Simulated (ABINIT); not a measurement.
**ZnSe (Stilleite): G0W0 with ABINIT, start to end**

How does a plane-wave GW calculation on ZnSe (Stilleite) run from the first input to the gap?

Method: PBE and many-body steps on it, plane waves, in ABINIT 10.8.3.

**The experiments to reproduce.**

- Gap 2.695 ± 0.003 eV: excitonic gap from free-exciton PL, not corrected for exciton binding; photoluminescence; 300 K; bulk crystal (Bridgman-grown crystal, polished and etched) (“Alloy Disordering Effects on the Thermal Conductivity and Energy Gap Temperature Dependence of Cd1−xZnxSe Ternary Crystals Grown by the Bridgman Method”, 2023, pmc:10253836).

## 1. Starting point

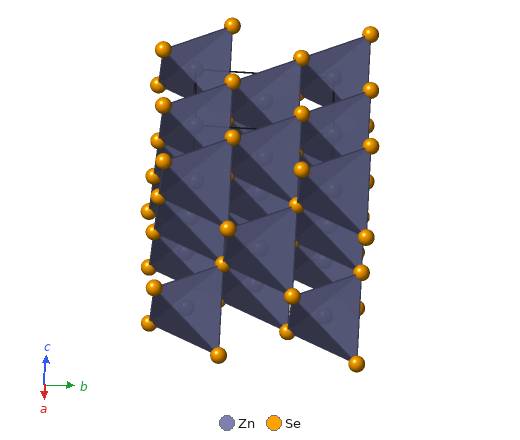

The starting structure, seen slightly off an axis (zinc blue, selenium orange). 2×1×1 cells are drawn. This picture shows the conventional cell, with its axes. Some periodic images of atoms are drawn too.

The cell and positions come from the Crystallography Open Database and are kept as given unless a step says otherwise.

## 2. Ground state

This step: ABINIT 10.8.3; DFT, PBE, plane waves, norm-conserving pseudopotentials.

The ground-state density comes first.

The input, run.abi:

```
acell 3*1.0 Angstrom
rprim 
  -0.000000000000 2.833800000000 2.833800000000
  2.833800000000 -0.000000000000 2.833800000000
  2.833800000000 2.833800000000 0.000000000000
ntypat 2
znucl 30 34
natom 2
typat 1 2
xred 
  0.000000000000 0.000000000000 0.000000000000
  0.250000000000 0.250000000000 0.250000000000
pp_dirpath "pseudos"
pseudos "Zn.upf, Se.upf"
ecut 48
ngkpt 6 6 6
nshiftk 1
shiftk 0 0 0
kptopt 1
chksymbreak 0
nband 27
occopt 1
tolvrs 1e-10
nstep 60
prtwf 0
optforces 0
optstress 0
indata_prefix "in"
outdata_prefix "out"
tmpdata_prefix "tmp"
```

Launch:

```sh
> OMP_NUM_THREADS=1 mpirun -n 4 abinit run.abi > log
```

Numbers of over 12 decimals in the logs are rounded to 6 here.

The program printed:

```text
.Version 10.8.3 of ABINIT. v10.8.2 released Aug 2026.

 Symmetries : space group F-4 3 m (#216); Bravais cF (face-center cubic)
================================================================================
 Values of the parameters that define the memory need of the present run
     intxc =       0    ionmov =       0      iscf =       7    lmnmax =       6
     lnmax =       6     mgfft =      48  mpssoang =       3    mqgrid =    3001
     natom =       2  nloc_mem =       1    nspden =       1   nspinor =       1
    nsppol =       1      nsym =      24    n1xccc =    2501    ntypat =       2
    occopt =       1   xclevel =       2
-    mband =          27        mffmem =           1         mkmem =           4
       mpw =        4897          nfft =      110592          nkpt =          16
================================================================================
  Rough estimation (10% accuracy) of disk space for files :
================================================================================

--------------------------------------------------------------------------------
------------- Echo of variables that govern the present computation ------------
--------------------------------------------------------------------------------
 -outvars: echo values of preprocessed input variables --------
            acell      1.8897261259E+00  1.8897261259E+00  1.8897261259E+00 Bohr

      chksymbreak           0
             ecut      4.80000000E+01 Hartree
-          fftalg         312

              ixc     -101130
              kpt      0.00000000E+00  0.00000000E+00  0.00000000E+00
                       1.66666667E-01  0.00000000E+00  0.00000000E+00
                       3.33333333E-01  0.00000000E+00  0.00000000E+00
                       5.00000000E-01  0.00000000E+00  0.00000000E+00
                       1.66666667E-01  1.66666667E-01  0.00000000E+00
                       3.33333333E-01  1.66666667E-01  0.00000000E+00
                       5.00000000E-01  1.66666667E-01  0.00000000E+00
                      -3.33333333E-01  1.66666667E-01  0.00000000E+00
                      -1.66666667E-01  1.66666667E-01  0.00000000E+00
   [... 5 further rows ...]
                      -3.33333333E-01  3.33333333E-01  1.66666667E-01
                      -3.33333333E-01  5.00000000E-01  1.66666667E-01
         kptrlatt        6    0    0      0    6    0      0    0    6
          kptrlen      4.54395803E+01
P           mkmem           4
            natom           2
            nband          27
            ngfft          48      48      48
             nkpt          16
            nstep          60
             nsym          24
           ntypat           2
              occ      2.000000  2.000000  2.000000  2.000000  2.000000  2.000000
                       2.000000  2.000000  2.000000  2.000000  2.000000  2.000000
                       2.000000  2.000000  2.000000  2.000000  2.000000  2.000000
                       2.000000  2.000000  2.000000  2.000000  0.000000  0.000000
[...]
optforces           0
        optstress           0
            prtwf           0
            rprim     -0.0000000000E+00  2.8338000000E+00  2.8338000000E+00
[...]
spgroup         216

           tolvrs      1.00000000E-10

             xred      0.0000000000E+00  0.0000000000E+00  0.0000000000E+00
[...]
znucl       30.00000   34.00000

================================================================================

 chkinp: Checking input parameters for consistency.

================================================================================
== DATASET  1 ==================================================================
-   mpi_nproc: 4, omp_nthreads: 1 (-1 if OMP is not activated)

--- !DatasetInfo
iteration_state: {dtset: 1, }
dimensions: {natom: 2, nkpt: 16, mband: 27, nsppol: 1, nspinor: 1, nspden: 1, mpw: 4897, }
cutoff_energies: {ecut:  48.0, pawecutdg:  -1.0, }
electrons: {nelect:   4.40000000E+01, charge:   0.00000000E+00, occopt:   1.00000000E+00, tsmear:   1.00000000E-02, }

 Real(R)+Recip(G) space primitive vectors, cartesian coordinates (Bohr,Bohr^-1):
 R(1)=  0.0000000  5.3551059  5.3551059  G(1)= -0.0933688  0.0933688  0.0933688
 R(2)=  5.3551059  0.0000000  5.3551059  G(2)=  0.0933688 -0.0933688  0.0933688
 R(3)=  5.3551059  5.3551059  0.0000000  G(3)=  0.0933688  0.0933688 -0.0933688
 Unit cell volume ucvol=  3.0713845E+02 bohr^3
 Angles (23,13,12)=  6.00000000E+01  6.00000000E+01  6.00000000E+01 degrees

 getcut: wavevector=  0.0000  0.0000  0.0000  ngfft=  48  48  48
         ecut(hartree)=     48.000   => boxcut(ratio)=   2.03223

--- Pseudopotential description ------------------------------------------------
- Zn Generated using ONCVPSP code by D. R. Hamann
- 30.00000  20.00000  171031                  znucl, zion, pspdat
12 -101130 2 -1 1326                          pspcod,pspxc,lmax,lloc,mmax
     nproj     2     2     2
  pspatm : epsatm=   26.68164218
         --- l  ekb(1:nproj) -->
[...]
pspatm: atomic psp has been read  and splines computed

- Se Generated using ONCVPSP code by D. R. Hamann
- 34.00000  24.00000  171031                  znucl, zion, pspdat
12 -101130 2 -1 1214                          pspcod,pspxc,lmax,lloc,mmax
     nproj     2     2     2
  pspatm : epsatm=   25.39064422
         --- l  ekb(1:nproj) -->
[...]
pspatm: atomic psp has been read  and splines computed

   2.29118060E+03                                ecore*ucvol(ha*bohr**3)
--------------------------------------------------------------------------------

_setup2: Arith. and geom. avg. npw (full set) are    4879.338    4879.326

================================================================================

--- !BeginCycle
iteration_state: {dtset: 1, }
solver: {iscf: 7, nstep: 60, nline: 4, wfoptalg: 0, }
tolerances: {tolvrs: 1.00E-10, }

     iter   Etot(hartree)      deltaE(h)  residm     vres2
 ETOT  1  -544.98635842320    -5.450E+02 9.114E-01 4.653E+03
 ETOT  2  -546.40203433041    -1.416E+00 4.210E-02 7.770E+03
 ETOT  3  -547.23845527222    -8.364E-01 1.312E-02 1.052E+03
 ETOT  4  -547.31149392204    -7.304E-02 4.016E-03 3.977E+02
 ETOT  5  -547.35013234238    -3.864E-02 2.241E-03 5.298E+01
 ETOT  6  -547.35602524963    -5.893E-03 8.103E-04 1.388E+00
 ETOT  7  -547.35612893251    -1.037E-04 1.448E-04 3.923E-01
 ETOT  8  -547.35617116759    -4.224E-05 4.337E-05 4.472E-02
 ETOT  9  -547.35617617370    -5.006E-06 1.082E-05 5.496E-03
 ETOT 10  -547.35617686684    -6.931E-07 3.919E-06 5.544E-07
 ETOT 11  -547.35617686708    -2.417E-10 1.219E-06 1.127E-07
 ETOT 12  -547.35617686712    -3.763E-11 4.599E-07 6.262E-09
 ETOT 13  -547.35617686715    -2.808E-11 1.480E-07 2.773E-10
 ETOT 14  -547.35617686716    -1.398E-11 5.597E-08 1.371E-11

 At SCF step   14       vres2   =  1.37E-11 < tolvrs=  1.00E-10 =>converged.

--- !ResultsGS
iteration_state: {dtset: 1, }
comment   : Summary of ground state results
lattice_vectors:
- [ -0.0000000,   5.3551059,   5.3551059, ]
- [  5.3551059,  -0.0000000,   5.3551059, ]
- [  5.3551059,   5.3551059,   0.0000000, ]
lattice_lengths: [   7.57326,    7.57326,    7.57326, ]
lattice_angles: [ 60.000,  60.000,  60.000, ] # degrees, (23, 13, 12)
lattice_volume:   3.0713845E+02
convergence: {deltae: -1.398E-11, res2:  1.371E-11, residm:  5.597E-08, diffor:  0.000E+00, }
etotal    :  -5.47356177E+02
entropy   :   0.00000000E+00
fermie    :   1.53041323E-01
cartesian_stress_tensor: null
pressure_GPa: null
xred      :
- [  0.0000E+00,   0.0000E+00,   0.0000E+00, Zn]
- [  2.5000E-01,   2.5000E-01,   2.5000E-01, Se]
cartesian_forces: null
force_length_stats: {min: null, max: null, mean: null, }

 Integrated electronic density in atomic spheres:
 ------------------------------------------------
 Atom  Sphere_radius  Integrated_density
    1        2.00000         18.11040736
    2        2.00000         21.26036845
================================================================================

 ----iterations are completed or convergence reached----

 Mean square residual over all n,k,spin=   12.957E-11; max=  55.966E-09
 reduced coordinates (array xred) for    2 atoms
       0.000000000000      0.000000000000      0.000000000000
       0.250000000000      0.250000000000      0.250000000000
 rms dE/dt=  0.0000E+00; max dE/dt=  0.0000E+00; dE/dt below (all hartree)
    1       0.000000000000      0.000000000000      0.000000000000
    2       0.000000000000      0.000000000000      0.000000000000

 cartesian coordinates (angstrom) at end:
    1      0.000000     0.000000     0.000000
    2      1.416900     1.416900     1.416900
 length scales=  1.889726125908  1.889726125908  1.889726125908 bohr
              =  1.000000000000  1.000000000000  1.000000000000 angstroms
 prteigrs : about to open file out_EIG
 Fermi (or HOMO) energy (hartree) =   0.15304   Average Vxc (hartree)=  -0.36195
 Eigenvalues (hartree) for nkpt=  16  k points:
 kpt#   1, nband= 27, wtk=  0.00463, kpt=  0.0000  0.0000  0.0000 (reduced coord)
  -7.46293   -5.23849   -5.23849   -5.23849   -4.44962   -2.76502   -2.76502   -2.76502
  -1.56976   -1.56976   -1.56976   -1.56961   -1.56961   -0.33425   -0.08738   -0.08738
  -0.08738   -0.07385   -0.07385    0.15304    0.15304    0.15304    0.20039    0.36671
   0.36671    0.36671    0.51812
 prteigrs : prtvol=0 or 1, do not print more k-points.

--- !EnergyTerms
iteration_state     : {dtset: 1, }
comment             : Components of total free energy in Hartree
kinetic             :  2.38673621230762E+02
hartree             :  2.29158838384487E+02
xc                  : -5.13331538891217E+01
Ewald energy        : -2.44845014170202E+02
psp_core            :  7.45976485783275E+00
local_psp           : -5.91683585332825E+02
non_local_psp       : -1.34786647948093E+02
total_energy        : -5.47356176867160E+02
total_energy_eV     : -1.48943203428558E+04
band_energy         : -8.85655578376508E+01

== END DATASET(S) ==============================================================
================================================================================

 -outvars: echo values of variables after computation  --------
           etotal     -5.4735617687E+02
            nband          27
             nkpt          16
          spgroup         216
 [... the other variables as echoed above ...]

 Calculation completed.
```

The job ended after 28 s (4 MPI ranks of Arm Neoverse V1, shared host; peak memory 0.36 GiB; 1.9 min of CPU time).

Numbers from this step:

- total energy: -14894.3203 eV
- gap: 1.288 eV
- k of the valence top: 0, 0, 0
- k of the conduction bottom: 0, 0, 0
- least direct gap: 1.288 eV

The gap is direct, at Γ.

(Part 1 of 3 ends here.)

[Paths, hosts, dates, memory and timing lines, banners, echoed tables and standing remarks are left out of the program output.]

[Logs are printed without paths, hosts, clocks, repeated set-up lines and the standing remarks that a program may print on its own settings, such as how far it seeks lower states.]

[Runs of the session that timed out or met a known fault of the program may be left out.]

[Hosts, paths, dates, database ids (printed as entryN), source tags and the programs' standing remarks are cut or masked in the printed files.]

[G0W0 gaps are taken among the corrected bands and points alone; a level outside them can change the order at an edge.]

[Where Ansatz stands beside ABINIT at settings called matched, ABINIT's density can come from a denser mesh and the files from another edition; pairs whose starting gaps differed by over 0.03 eV were left out, so agreement reads better than it is.]
